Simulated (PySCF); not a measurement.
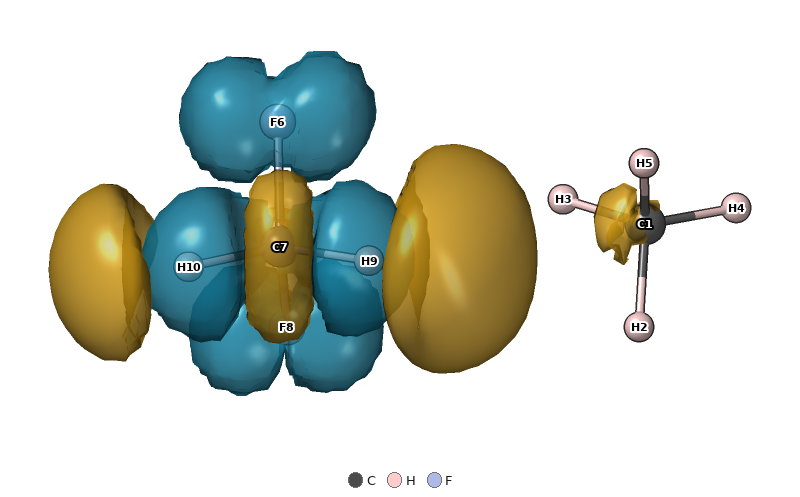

*C2H6F2, SMILES `C.FCF`. Unrelaxed difference density of S₁ less the ground state (TDA singlet states), ±0.02 e/Å³; yellow: gain, teal: loss.*

Computed with PySCF, CAM-B3LYP/def2-SVP, geometry: GFN2-xTB. The pair's geometry is semi-empirical, so its contact may be too short or too long. Without diffuse functions Rydberg states are missing, so the states' numbers hold for this basis only.

The calculation's input:

```python
import numpy as np
from pyscf import gto, scf, dft, tdscf
from pyscf.scf import atom_ks, atom_hf
from scipy.linalg import block_diag

def solve(mol, dm0=None, hcore=None):
    mf = (dft.UKS if mol.spin else dft.RKS)(mol, xc='camb3lyp')
    mf.grids.level = 3
    mf = mf.density_fit(auxbasis='def2-universal-jkfit')
    mf.conv_tol, mf.max_cycle = 1e-8, 80
    if hcore is not None:
        mf.get_hcore = lambda *args: hcore
    mf.kernel(dm0)
    if not mf.converged:
        mf = mf.newton().run(mf.mo_coeff, mf.mo_occ, max_cycle=30)
    assert mf.converged, 'SCF not converged'
    return mf

mol = gto.M(atom='''
C     -2.67990    -0.02930     0.01231
H     -2.57652     0.89451     0.56736
H     -1.90756    -0.08721    -0.74327
H     -3.64954    -0.05144    -0.46736
H     -2.59498    -0.87291     0.68566
F      1.05798    -1.07768    -0.29049
C      1.08923     0.01514     0.49223
F      0.93685     1.09576    -0.29304
H      0.24903    -0.03093     1.19805
H      2.07010     0.07022     0.98407
''', basis='def2-svp', charge=0, spin=0, verbose=4)
mf = solve(mol)
td = mf.TDA()
td.nstates, td.singlet, td.conv_tol = 5, True, 1e-5
td.kernel()
td.analyze()
x, y = np.array([p[0] for p in td.xy]), np.array([p[1] + 0 * p[0] for p in td.xy])
f, mu = td.oscillator_strength(), td.transition_dipole()
nto = [td.get_nto(state=i + 1, verbose=4) for i in range(len(td.e))]
# spherically averaged free atoms, for the promolecule
atm = atom_ks.get_atm_nrks(mol, xc='camb3lyp')
pro = block_diag(*[(atm[a[0]][2] * atm[a[0]][3]) @ atm[a[0]][2].T for a in mol._atom])
np.savez('result.npz', e=td.e, f=f, ok=td.converged, w=[n[0] for n in nto], nto=[n[1] for n in nto], x=x, y=y, c=mf.mo_coeff, occ=mf.mo_occ, eps=mf.mo_energy, pro=pro, mu=mu)
```

Launched as:

```sh
OMP_NUM_THREADS=1 python input.py
```

The run took 2.1 min on 1 thread of Arm Neoverse V2, with other jobs on the host, peak memory 0.53 GiB.

### How does the charge move on excitation?

0.78 e is displaced in all, of which about 0.4 e passes between atoms: F8 (0.22 e) and F6 (0.22 e) lose electrons and H9 (0.11 e) and H10 (0.10 e) gain them. The state: 10.24 eV (121 nm), f = 0.153 (bright); the leading pair carries 99 %; hole on F6 and F8 (25 % each), C7 (23 %) and H9 and H10 (13 % each), electron on C7 (25 %), H9 (24 %) and H10 (23 %); their centroids lie 0.9 Å apart.
